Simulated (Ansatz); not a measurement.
**KTaO3: Ta → Lu**

Start from KTaO3 in the cubic perovskite structure (space group Pm-3m, No. 221; a = 3.989 Å).

Modification: full substitution Ta → Lu, then cell and atoms are relaxed.

Level of theory: r2SCAN/PAW in Ansatz (a quantum-chemistry and plane-wave program), no spin-orbit coupling, earlier PAW set. k-mesh 11×11×11 (Γ-centred); smearing 0.05 eV (Fermi–Dirac), for the changed cell.

```csv
quantity,base,changed,shift
volume per atom,12.70 Å³,15.90 Å³,+3.207 Å³
density,7.01 g/cm³,5.47 g/cm³,-1.54 g/cm³
lattice parameter a,3.989 Å,4.300 Å,+0.311 Å
space group,Pm-3m (No. 221),Pm-3m (No. 221),–
shortest interatomic distance,1.995 Å,2.150 Å,+0.155 Å
band gap,2.64 eV,zero,–
magnetic state,not spin-polarised,ferromagnetic,–
largest site moment,0.00 μB,0.62 μB,+0.62 μB
```

Final structure:

```yaml
crystal:
  lattice:
    - [4.30024, 0.00000, 0.00000]
    - [0.00000, 4.30024, 0.00000]
    - [0.00000, 0.00000, 4.30024]
  atoms:
    - { symbol: K, position: [0.00000, 0.00000, 0.00000] }
    - { symbol: Lu, position: [0.50000, 0.50000, 0.50000] }
    - { symbol: O, position: [0.00000, 0.50000, 0.50000] }
    - { symbol: O, position: [0.50000, 0.50000, 0.00000] }
    - { symbol: O, position: [0.50000, 0.00000, 0.50000] }
```

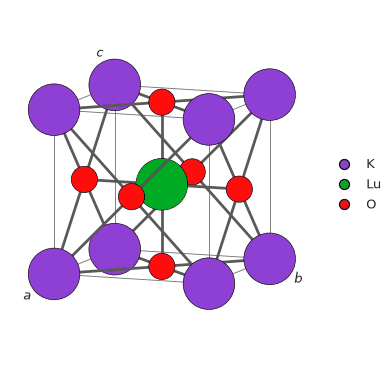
The relaxed conventional cell after the change

Cost of the whole job for the changed cell (relaxation, final SCF and bands): roughly 4 core-minutes.

Other magnetic orders, which the real material may have, were not ruled out. Spin-orbit coupling, missing from the scalar runs, can matter with Ta. Stability against distortions was not tested. For KLuO3 in this form, whether it has been made was not checked.
